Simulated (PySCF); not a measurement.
# One shape, several levels: CH2BCl (SMILES B[C]Cl)

Aim: a comparison of 5 runs (UB3LYP/6-31G*, U-r2SCAN/6-31G**, UPBE0/def2-SVP, UB3LYP/def2-TZVP, UMP2/pcseg-1) of CH2BCl. The job is set up through a Python script.

Program for the calculation: PySCF 2.14.0.

## 1. The system as given

CH2BCl: 5 atoms, total charge 0, spin state triplet. SMILES: `B[C]Cl`. Geometry: relaxed at GFN2-xTB.

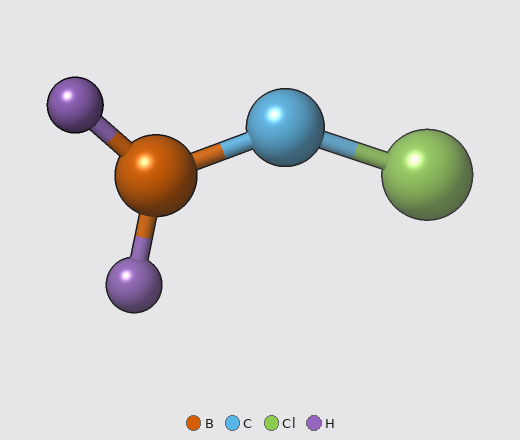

The structure, seen from a chosen angle (boron orange, carbon blue, chlorine green, hydrogen purple).

## 2. Energy and forces at UB3LYP/6-31G(d) (spherical functions) (run 1)

Contents of input.py:

```python
import pyscf.grad
from pyscf import gto, dft

system = gto.M(
    atom='''
B      0.414180     0.139370    -0.472520
C     -0.487440     0.280880     0.684730
Cl    -1.470630    -0.583120     1.652980
H      0.575730    -0.915570    -0.969770
H      0.968160     1.078440    -0.895430
''',
    max_memory=1860,
    verbose=4,
    spin=2,
    basis='6-31g*',
)

myscf = dft.UKS(system, xc='b3lyp')
myscf.conv_tol = 1e-10
myscf.grids.level = 5
myscf.kernel()
if not myscf.converged:
    myscf = myscf.newton().run(myscf.mo_coeff, myscf.mo_occ)

etot = myscf.e_tot
print('E = %.10f Eh' % etot)
grad = myscf.Gradients().kernel()
dip = myscf.dip_moment()
pop, q = myscf.mulliken_pop()
```

Started as:

```
$ OMP_NUM_THREADS=1 python input.py
```

The log of the run:

```text
PySCF version 2.14.0

[INPUT] num. atoms = 5
[INPUT] num. electrons = 30
[INPUT] charge = 0
[INPUT] spin (= nelec alpha-beta = 2S) = 2
[INPUT] symmetry False subgroup None
[INPUT] Mole.unit = angstrom
[INPUT] Symbol           X                Y                Z      unit          X                Y                Z       unit  Magmom
[INPUT]  1 B      0.414180000000   0.139370000000  -0.472520000000 AA    0.782686766272   0.263371129981  -0.892933388379 Bohr   0.0
[INPUT]  2 C     -0.487440000000   0.280880000000   0.684730000000 AA   -0.921128102158   0.530786273868   1.293952169273 Bohr   0.0
[INPUT]  3 Cl    -1.470630000000  -0.583120000000   1.652980000000 AA   -2.779087930569  -1.101937097756   3.123679489384 Bohr   0.0
[INPUT]  4 H      0.575730000000  -0.915570000000  -0.969770000000 AA    1.087972021696  -1.730176547868  -1.832599703819 Bohr   0.0
[INPUT]  5 H      0.968160000000   1.078440000000  -0.895430000000 AA    1.829557244759   2.037956241776  -1.692117463719 Bohr   0.0

[... 41 lines left out ...]
WARN: HOMO -0.182310122481401 >= LUMO -0.227521022559412
[... 46 lines left out ...]
converged SCF energy = -524.219313913554  <S^2> = 2.005162  2S+1 = 3.0034394
[... 2 lines left out ...]
******** <class 'pyscf.grad.uks.Gradients'> for <class 'pyscf.dft.uks.UKS'> ********
unit = Eh/Bohr
grid_response = False
--------------- UKS gradients ---------------
         x                y                z
0 B    -0.0038731928     0.0059789173     0.0064662753
1 C    -0.0023488382    -0.0201567063    -0.0027369005
2 Cl     0.0135447117     0.0146141895    -0.0126503166
3 H    -0.0017042572     0.0101398236     0.0049946462
4 H    -0.0056182628    -0.0105778472     0.0039271404
----------------------------------------------
Dipole moment(X, Y, Z, Debye): -0.49277, -0.38850,  0.49951
 ** Mulliken pop       alpha | beta **
pop of  0 B 1s        0.99784 | 0.99779
pop of  0 B 2s        0.29171 | 0.28796
pop of  0 B 3s        0.22254 | 0.22028
[... 47 lines of this table left out ...]
In total            16.00000 | 14.00000
 ** Mulliken atomic charges   ( Nelec_alpha | Nelec_beta ) **
charge of  0B =     -0.02608  (     2.62738      2.39870 )
charge of  1C =     -0.10395  (     3.80267      2.30129 )
charge of  2Cl =      0.12261  (     8.54310      8.33429 )
charge of  3H =      0.00365  (     0.52492      0.47143 )
charge of  4H =      0.00378  (     0.50192      0.49430 )
```

It took 16 s on 1 thread of Intel Xeon Platinum 8259CL at 2.50GHz (Skylake/Cascade Lake), shared host; peak memory 0.54 GiB.

## 3. Energy and forces at U-r2SCAN/6-31G(d,p) (spherical functions) (run 2)

Contents of geometry.xyz:

```xyz
5

B      0.414180     0.139370    -0.472520
C     -0.487440     0.280880     0.684730
Cl    -1.470630    -0.583120     1.652980
H      0.575730    -0.915570    -0.969770
H      0.968160     1.078440    -0.895430
```

Contents of calc.py:

```python
from pyscf import gto, dft

system = gto.M(
    atom='geometry.xyz',
    charge=0,
    verbose=4,
    spin=2,
    max_memory=1860,
    basis='6-31g**',
)

ks = dft.UKS(system, xc='r2scan')
ks.conv_tol = 1e-10
ks.grids.level = 5
ks.kernel()
if not ks.converged:
    ks = ks.newton().run(ks.mo_coeff, ks.mo_occ)

e_tot = ks.e_tot
print('Final energy', e_tot)
grad = ks.nuc_grad_method().kernel()
dip = ks.dip_moment()
pop, q = ks.mulliken_pop()
```

Started as:

```
$ OMP_NUM_THREADS=1 python calc.py
```

The log of the run:

```text
PySCF version 2.14.0

[INPUT] num. atoms = 5
[INPUT] num. electrons = 30
[INPUT] charge = 0
[INPUT] spin (= nelec alpha-beta = 2S) = 2
[INPUT] symmetry False subgroup None
[INPUT] Mole.unit = angstrom
[INPUT] Symbol           X                Y                Z      unit          X                Y                Z       unit  Magmom
[INPUT]  1 B      0.414180000000   0.139370000000  -0.472520000000 AA    0.782686766272   0.263371129981  -0.892933388379 Bohr   0.0
[INPUT]  2 C     -0.487440000000   0.280880000000   0.684730000000 AA   -0.921128102158   0.530786273868   1.293952169273 Bohr   0.0
[INPUT]  3 Cl    -1.470630000000  -0.583120000000   1.652980000000 AA   -2.779087930569  -1.101937097756   3.123679489384 Bohr   0.0
[INPUT]  4 H      0.575730000000  -0.915570000000  -0.969770000000 AA    1.087972021696  -1.730176547868  -1.832599703819 Bohr   0.0
[INPUT]  5 H      0.968160000000   1.078440000000  -0.895430000000 AA    1.829557244759   2.037956241776  -1.692117463719 Bohr   0.0

[... 44 lines left out ...]
WARN: HOMO -0.191721310081184 >= LUMO -0.239943563869883
[... 46 lines left out ...]
converged SCF energy = -524.132524709897  <S^2> = 2.008656  2S+1 = 3.0057651
Final energy -524.1325247098965
[... 1 line left out ...]
******** <class 'pyscf.grad.uks.Gradients'> for <class 'pyscf.dft.uks.UKS'> ********
unit = Eh/Bohr
grid_response = False
--------------- UKS gradients ---------------
         x                y                z
0 B    -0.0035015605     0.0069329585     0.0062721140
1 C    -0.0012069340    -0.0201823344    -0.0041499579
2 Cl     0.0118717719     0.0136909625    -0.0108522530
3 H    -0.0017064822     0.0105597190     0.0051189783
4 H    -0.0056122910    -0.0111382167     0.0037624477
----------------------------------------------
Dipole moment(X, Y, Z, Debye): -0.44610, -0.34403,  0.45433
 ** Mulliken pop       alpha | beta **
pop of  0 B 1s        0.99789 | 0.99784
pop of  0 B 2s        0.28443 | 0.28367
pop of  0 B 3s        0.22359 | 0.20204
[... 53 lines of this table left out ...]
In total            16.00000 | 14.00000
 ** Mulliken atomic charges   ( Nelec_alpha | Nelec_beta ) **
charge of  0B =      0.04983  (     2.58879      2.36138 )
charge of  1C =     -0.14391  (     3.83230      2.31161 )
charge of  2Cl =      0.13155  (     8.53038      8.33807 )
charge of  3H =     -0.01868  (     0.53789      0.48078 )
charge of  4H =     -0.01879  (     0.51063      0.50815 )
```

Run time: 25 s. Hardware: 1 thread of Intel Xeon Platinum 8259CL at 2.50GHz (Skylake/Cascade Lake), shared host; peak memory 0.59 GiB.

## 4. Energy and forces at UPBE0/def2-SVP (run 3)

Contents of start.xyz:

```xyz
5

B      0.414180     0.139370    -0.472520
C     -0.487440     0.280880     0.684730
Cl    -1.470630    -0.583120     1.652980
H      0.575730    -0.915570    -0.969770
H      0.968160     1.078440    -0.895430
```

Contents of job.py:

```python
import pyscf.grad
from pyscf import gto, dft

mol = gto.M(
    atom='start.xyz',
    spin=2,
    max_memory=1860,
    basis='def2-svp',
    charge=0,
    verbose=4,
)

ks = dft.UKS(mol, xc='pbe0')
ks.conv_tol = 1e-10
ks.grids.level = 5
ks.kernel()
if not ks.converged:
    ks = ks.newton().run(ks.mo_coeff, ks.mo_occ)

e_final = ks.e_tot
print('E = %.10f Eh' % e_final)
grad = ks.Gradients().kernel()
dip = ks.dip_moment()
pop, q = ks.mulliken_pop()
```

Started as:

```
$ OMP_NUM_THREADS=1 python job.py
```

The log of the run:

```text
PySCF version 2.14.0

[INPUT] num. atoms = 5
[INPUT] num. electrons = 30
[INPUT] charge = 0
[INPUT] spin (= nelec alpha-beta = 2S) = 2
[INPUT] symmetry False subgroup None
[INPUT] Mole.unit = angstrom
[INPUT] Symbol           X                Y                Z      unit          X                Y                Z       unit  Magmom
[INPUT]  1 B      0.414180000000   0.139370000000  -0.472520000000 AA    0.782686766272   0.263371129981  -0.892933388379 Bohr   0.0
[INPUT]  2 C     -0.487440000000   0.280880000000   0.684730000000 AA   -0.921128102158   0.530786273868   1.293952169273 Bohr   0.0
[INPUT]  3 Cl    -1.470630000000  -0.583120000000   1.652980000000 AA   -2.779087930569  -1.101937097756   3.123679489384 Bohr   0.0
[INPUT]  4 H      0.575730000000  -0.915570000000  -0.969770000000 AA    1.087972021696  -1.730176547868  -1.832599703819 Bohr   0.0
[INPUT]  5 H      0.968160000000   1.078440000000  -0.895430000000 AA    1.829557244759   2.037956241776  -1.692117463719 Bohr   0.0

[... 40 lines left out ...]
WARN: HOMO -0.178733853879545 >= LUMO -0.228902539806346
[... 46 lines left out ...]
converged SCF energy = -523.790395045914  <S^2> = 2.0064619  2S+1 = 3.0043048
[... 2 lines left out ...]
******** <class 'pyscf.grad.uks.Gradients'> for <class 'pyscf.dft.uks.UKS'> ********
unit = Eh/Bohr
grid_response = False
--------------- UKS gradients ---------------
         x                y                z
0 B    -0.0010230506     0.0058212344     0.0028838892
1 C     0.0044595389    -0.0149831090    -0.0096753754
2 Cl     0.0076492308     0.0094230188    -0.0068476683
3 H    -0.0023852732     0.0156744344     0.0073975240
4 H    -0.0087008151    -0.0159365180     0.0062431070
----------------------------------------------
Dipole moment(X, Y, Z, Debye): -0.57081, -0.47974,  0.56991
 ** Mulliken pop       alpha | beta **
pop of  0 B 1s        0.99356 | 0.99356
pop of  0 B 2s        0.41098 | 0.41243
pop of  0 B 3s        0.09787 | 0.08802
[... 53 lines of this table left out ...]
In total            16.00000 | 14.00000
 ** Mulliken atomic charges   ( Nelec_alpha | Nelec_beta ) **
charge of  0B =     -0.01329  (     2.61665      2.39664 )
charge of  1C =      0.01491  (     3.75021      2.23488 )
charge of  2Cl =      0.02114  (     8.59441      8.38445 )
charge of  3H =     -0.00937  (     0.52852      0.48084 )
charge of  4H =     -0.01340  (     0.51021      0.50319 )
```

Run time: 15 s. Hardware: 1 thread of Intel Xeon Platinum 8259CL at 2.50GHz (Skylake/Cascade Lake), shared host; peak memory 0.59 GiB.

Run 4 isn't shown in full; the table further down has it.

## 5. Energy and forces at UMP2/pcseg-1 (run 5)

Changes to geometry.xyz since step 3:

```diff
@@ -1,3 +1,3 @@
 5
-
+CH2BCl
 B      0.414180     0.139370    -0.472520
```

Contents of run.py:

```python
from pyscf import gto, scf, mp

system = gto.Mole()
system.atom = 'geometry.xyz'
system.basis = 'pcseg-1'
system.max_memory = 1860
system.verbose = 3
system.spin = 2
system.build()

myscf = scf.UHF(system)
myscf.conv_tol = 1e-10
myscf.kernel()
if not myscf.converged:
    myscf = myscf.newton().run(myscf.mo_coeff, myscf.mo_occ)

pt = mp.MP2(myscf, frozen=7).run()
energy = pt.e_tot
print('E(%s) = %.9f' % ('MP2', energy))
grad = pt.nuc_grad_method().kernel()
dip = myscf.dip_moment()
pop, q = myscf.mulliken_pop()
```

Started as:

```
$ OMP_NUM_THREADS=1 python run.py
```

The log of the run, cut to the lines that bear on the results:

```text
WARN: HOMO -0.0966098110101736 >= LUMO -0.153306381143205

converged SCF energy = -523.059851485461  <S^2> = 2.0178955  2S+1 = 3.0119067
E(UMP2) = -523.356101486396  E_corr = -0.296250000934554
E(SCS-UMP2) = -523.351091816984  E_corr = -0.291240331523013
E(MP2) = -523.356101486
--------------- UMP2 gradients ---------------
         x                y                z
0 B    -0.0071787339     0.0086461545     0.0113261437
1 C     0.0010095898    -0.0222628488    -0.0074857339
2 Cl     0.0117826370     0.0145775327    -0.0104895011
3 H    -0.0010429076     0.0092408152     0.0039232590
4 H    -0.0045705853    -0.0102016536     0.0027258322
----------------------------------------------
Dipole moment(X, Y, Z, Debye):  0.13431, -0.08205, -0.18923
 ** Mulliken pop       alpha | beta **
pop of  0 B 1s        0.99854 | 0.99857
pop of  0 B 2s        0.32605 | 0.34078
pop of  0 B 3s        0.13844 | 0.12354
pop of  0 B 2px       0.19687 | 0.14574
pop of  0 B 2py       0.34629 | 0.35507
pop of  0 B 2pz       0.23819 | 0.21673
pop of  0 B 3px       0.02430 | 0.00977
pop of  0 B 3py       0.04500 | 0.08233
pop of  0 B 3pz       0.01623 | 0.01570
pop of  0 B 3dxy      0.00353 | 0.00182
pop of  0 B 3dyz      0.00543 | 0.00229
pop of  0 B 3dz^2     0.00662 | 0.00221
pop of  0 B 3dxz      0.00468 | 0.00482
pop of  0 B 3dx2-y2    0.00525 | 0.00304
pop of  1 C 1s        0.99828 | 0.99810
pop of  1 C 2s        0.44120 | 0.33704
pop of  1 C 3s        0.37179 | 0.24911
pop of  1 C 2px       0.45577 | 0.16065
pop of  1 C 2py       0.52317 | 0.06619
pop of  1 C 2pz       0.47101 | 0.19801
pop of  1 C 3px       0.23888 | 0.05028
pop of  1 C 3py       0.27770 | 0.03563
pop of  1 C 3pz       0.21121 | 0.05745
pop of  1 C 3dxy      0.00346 | 0.00377
pop of  1 C 3dyz      0.00373 | 0.00406
pop of  1 C 3dz^2     0.00332 | 0.00291
pop of  1 C 3dxz      0.00297 | 0.00521
[... 17 lines of this table left out ...]
pop of  2 Cl 3dxz      0.00995 | 0.00668
pop of  2 Cl 3dx2-y2    0.00723 | 0.00224
pop of  3 H 1s        0.41220 | 0.38459
pop of  3 H 2s        0.13507 | 0.11698
pop of  3 H 2px       0.00028 | 0.00027
pop of  3 H 2py       0.00367 | 0.00377
pop of  3 H 2pz       0.00093 | 0.00112
pop of  4 H 1s        0.40322 | 0.39679
pop of  4 H 2s        0.11955 | 0.12703
pop of  4 H 2px       0.00125 | 0.00111
pop of  4 H 2py       0.00307 | 0.00313
pop of  4 H 2pz       0.00086 | 0.00078
In total            16.00000 | 14.00000
 ** Mulliken atomic charges   ( Nelec_alpha | Nelec_beta ) **
charge of  0B =      0.34215  (     2.35544      2.30241 )
charge of  1C =     -0.17638  (     4.00503      2.17136 )
charge of  2Cl =     -0.05010  (     8.55944      8.49066 )
charge of  3H =     -0.05887  (     0.55214      0.50673 )
charge of  4H =     -0.05679  (     0.52795      0.52884 )
```

It took 4.8 s on 1 thread of Intel Xeon Platinum 8259CL at 2.50GHz (Skylake/Cascade Lake), shared host; peak memory 0.22 GiB.

## 6. Overview of the runs

| run | level | integration grid | frozen core orbitals | energy (Eh) | dipole moment (D) of the reference | HOMO energy (eV) | LUMO energy (eV) | wall time |
| --- | --- | --- | --- | --- | --- | --- | --- | --- |
| 1 | UB3LYP/6-31G* (spherical functions) | 5 | – | -524.219314 | 0.80 | -6.32 | -3.66 | 16 s |
| 2 | U-r2SCAN/6-31G** (spherical functions) | 5 | – | -524.132525 | 0.72 | -5.66 | -4.09 | 25 s |
| 3 | UPBE0/def2-SVP | 5 | – | -523.790395 | 0.94 | -6.75 | -3.52 | 15 s |
| 4 | UB3LYP/def2-TZVP | 5 | – | -524.282729 | 0.91 | -6.51 | -3.96 | 44 s |
| 5 | UMP2/pcseg-1 | – | 7 | -523.356101 | 0.25 | -10.54 | 0.52 | 4.8 s |

## 7. Results

| quantity | value |
| --- | --- |
| run 5: total energy | -523.35610 Eh |
| run 5: dipole moment (Hartree–Fock density) | 0.25 D |
| run 5: HOMO energy (Hartree–Fock orbitals) (highest over α and β) | -10.54 eV |
| run 5: LUMO energy (Hartree–Fock orbitals) (lowest over α and β) | 0.52 eV |
| run 5: correlation energy (7 core orbitals frozen) | -296.3 mEh |
| run 5: ⟨S²⟩ of the reference determinant | 2.018 |
| run 5: largest force on an atom | 1.209 eV/Å |

Over runs 1, 2, 3, 4 the dipole moment (its size) runs from 0.72 D (U-r2SCAN/6-31G**) to 0.94 D (UPBE0/def2-SVP). The two ends differ in method and basis. Totals of different functionals can't be ranked against each other. All runs together took 1.8 min, the longest 44 s.
